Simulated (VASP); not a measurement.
Band structure of Cu2O (cuprite). Method: PBE GGA with D3 dispersion (Becke-Johnson damping), VASP's PBE PAW potentials (set 64) (plane waves; VASP 6.6.1).

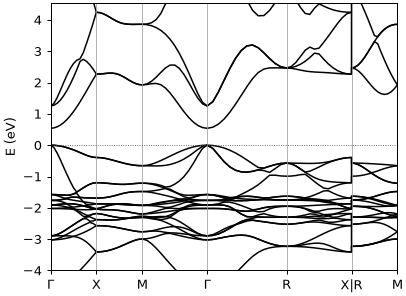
Figure. Bands along high-symmetry lines, zero at the valence-band maximum or, without a gap, the Fermi level

Problem. Read the plot: is there a gap, and where are the band edges?

Solution. The gap is direct, 0.54 eV, from the valence maximum at Γ to the conduction minimum at Γ. (Edges off the drawn lines would not show.)

Measured: gap 2.20 eV (computed value off by -1.66 eV), as given by Wei Chen et al., Physical Review Materials (2018), doi:10.1103/physrevmaterials.2.073803 [zero-point renormalisation of 0.03 eV added back (the table's ZPR column)].

The compound is Cu2O in the cuprite structure. It was relaxed first.
